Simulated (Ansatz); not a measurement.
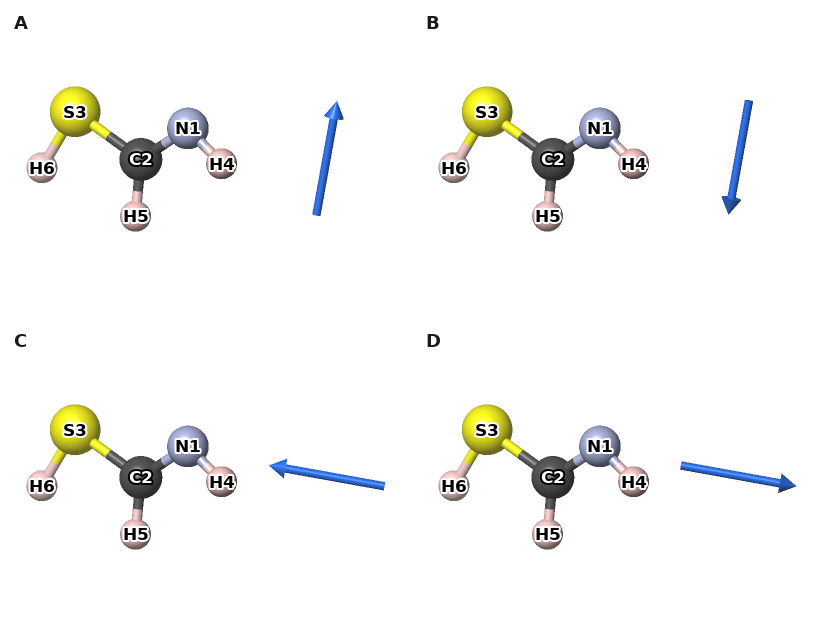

The same molecule four times, each with an arrow. The geometry was computed by an optimisation with PBE-D4/def2-SVP. No frequency run is at hand to confirm it as a minimum. Method: RKS PBE-D4/def2-SVP (Ansatz 0.2.0).

Which arrow points along the dipole moment, from the negative to the positive end?

Answer. B. The dipole moment is 2.79 D; it points from the side of N1 to the side of H5 (the outermost atoms at the two ends).
